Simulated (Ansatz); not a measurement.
## Electronic structure of Al₃Ga₅Sb₈ in real space

```xyz
48
Lattice="6.1296 0.0000 -6.1296 -6.1296 6.1296 0.0000 12.2608 12.2608 12.2608" Properties=species:S:1:pos:R:3 pbc="T T T"
Al   12.2604    9.1933    3.0636
Al   12.2608   15.3235    9.1938
Al    0.0006    9.1928    3.0632
Al   15.3235   12.2608    9.1938
Al    9.1934   12.2604    3.0636
Al    3.0632    6.1303    3.0632
Al   15.3235   15.3235    6.1312
Al    9.1934    9.1933    6.1307
Al    3.0632    9.1928    0.0006
Ga   12.2609   12.2609    6.1312
Ga    6.1308    6.1308    6.1308
Ga    0.0005    6.1302    0.0006
Ga    6.1298    6.1297    0.0001
Ga    6.1302   12.2599    6.1302
Ga   12.2603   12.2603   12.2603
Ga    9.1973   15.3269    6.1310
Ga    3.0666    3.0666    0.0003
Ga    3.0671    9.1967    6.1304
Ga    9.1973   12.2606    9.1973
Ga    3.0666    6.1299   -3.0630
Ga    3.0671   12.2601    3.0671
Ga    6.1299    3.0666   -3.0630
Ga    6.1304    9.1967    3.0671
Ga    6.1311   15.3269    9.1973
Sb   13.7976   10.7325    4.6028
Sb    1.5373    4.6017   -1.5279
Sb    1.5378   10.7320    4.6024
Sb   10.7325   13.7976    4.6028
Sb    4.6018    1.5372   -1.5279
Sb    4.6024    7.6674    4.6024
Sb   10.7325   10.7325    7.6679
Sb    4.6024   10.7320    1.5378
Sb    4.6018    4.6017   -4.5924
Sb   13.7885   13.7885    7.6588
Sb    7.6584    7.6584    7.6584
Sb    1.5282    7.6579    1.5283
Sb    7.6634    7.6633    1.5337
Sb    7.6638   13.7935    7.6638
Sb    1.5331    1.5331    1.5331
Sb   10.7287   16.8584    7.6550
Sb    4.5981    4.5980    1.5242
Sb    4.5986   10.7283    7.6545
Sb   10.7287   13.7846   10.7287
Sb    4.5981    7.6539   -1.5317
Sb    4.5986   13.7842    4.5986
Sb    7.6539    4.5980   -1.5317
Sb    7.6544   10.7283    4.5986
Sb    7.6550   16.8584   10.7287
```

Space group R3m; a generated structure, not necessarily the stable one.

These are results of DFT PBEsol, spin-orbit coupling, plane waves, PAW in Ansatz 0.2.0, not measurements.

In a PAW calculation such maps are meaningful between the atoms, not at the nuclei.

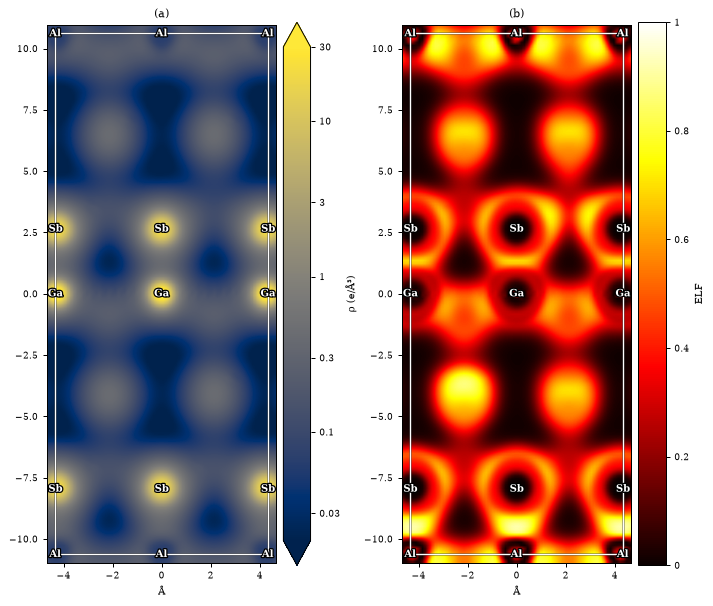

Figure 1. (a) valence electron density; (b) electron localisation function on the (100) plane of the conventional cell.

Question: Describe what can be read from this map.

Answer:
- The section cuts through Al, Ga and Sb sites.
- Ga–Sb (2.65 Å): ρ is about 0.41 e/Å³ halfway; the ELF peaks at about 0.70 between the atoms.
- Al–Sb (2.66 Å): the density is about 0.41 e/Å³ at the midpoint; the ELF peaks at about 0.90 between the atoms; a covalent bond.
- Between the atoms the lowest density in this plane is 0.01 e/Å³.
- The features right at Ga lie inside the PAW spheres, where the map follows smoothed inner orbitals and isn't to be read closely.

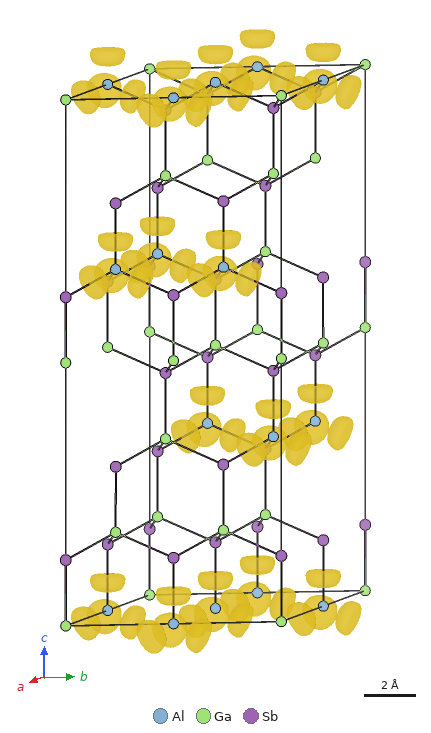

Figure 2. Isosurface of the electron localisation function at 0.75 (yellow), seen slightly off an axis. Core shells and regions of very low density are left out. Sticks mark near contacts.

Question: Identify the bonds, lone pairs and shells in this picture.

Answer: The ELF exceeds this value in 36 regions between bonded Al–Sb atoms (shared pairs), counted in one cell of 48 atoms. Any copies at cell faces, edges or corners count once.


 Al–Sb (2.65 Å): the ELF is about 0.85 at the midpoint.
